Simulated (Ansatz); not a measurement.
Electronic density of states of amorphous Si₂₄O₄₉Be, density 2.20 g/cm³, on a 2×2×2 Γ-centred mesh with a Gaussian width of 0.1 eV; energies count from the Fermi level, whose place inside the gap is arbitrary. Cell and mesh are small, so fine structure isn't converged. All values below come from PBE, scalar-relativistic without spin-orbit coupling (plane waves to 420 eV, PAW; Ansatz, a quantum-chemistry and plane-wave program). Sampling: a 2×2×2 Γ-centred mesh; Fermi-Dirac width 0.02 eV; no spin polarisation.

The cell was made by melting and quenching with the CHGNet potential and then relaxed with DFT. O atoms were pushed apart under 1.9 Å during the dynamics, to hinder bonds among them. The hot cell started wider than the set density and was brought back towards it in steps. It is the lowest in DFT energy of 2 quenches. It is a model cell: composition and starting density were chosen by hand, and all elements were melted together. No dispersion term was used. Its density started from a set value of 2.20 and ended at 2.20 g/cm³. The quench (nominally 400 K/ps over its main leg) was far faster than any real one, so the model tends to hold more defects than a real film. One small periodic cell is one sample of the glass; other quenches scatter about these values. The volume was held where the preparation left it, at a PBE pressure of -0.3 GPa (tension). Stress components on the final sampling reach 1.3 GPa.

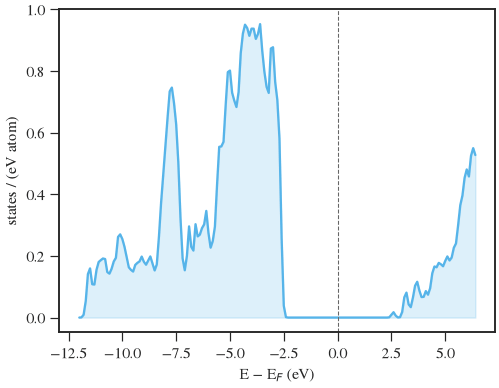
Figure. Density of states per atom

The gap on this mesh is 5.21 eV; the broadening fills part of it in the curve.
